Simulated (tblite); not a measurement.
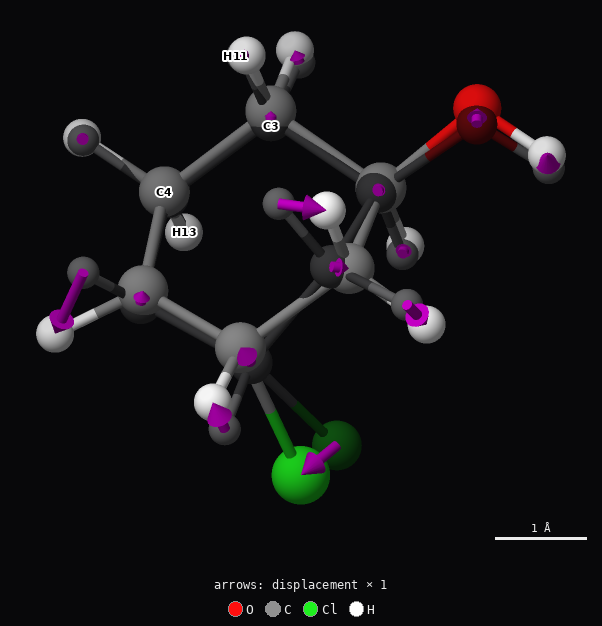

A relaxation of C₆H₁₀ClO (multiplicity 2). The starting structure is drawn faded, the final one solid; purple arrows show the displacements, at their true length. The two geometries are superimposed by the best rigid fit.

A ball-and-stick model, seen at a tilt.

All numbers below come from GFN2-xTB geometry optimisation, gas phase in tblite. 

Q: Atoms of which element are displaced furthest, and by how much?

A: Hydrogen: up to 1.04 Å, against 0.58 Å for chlorine.

Q: What happened in the run?

A: The energy falls by 94.9 kJ/mol in 70 geometry steps. An H atom moves most after the best rigid fit: 1.04 Å. By element the largest moves are H 1.04 Å, Cl 0.58 Å, C 0.31 Å, O 0.24 Å. Among the contacts that change: C–Cl 1.783 → 1.951 Å, C–C 1.495 → 1.428 Å, C–C 1.487 → 1.528 Å, C–O 1.373 → 1.412 Å. Among the angles between lasting bonds that change: C–C–H 108.1° → 118.7°, C–C–H 109.8° → 118.2°, O–C–C 115.4° → 107.8°. Groups turn about C–O by about 45°.
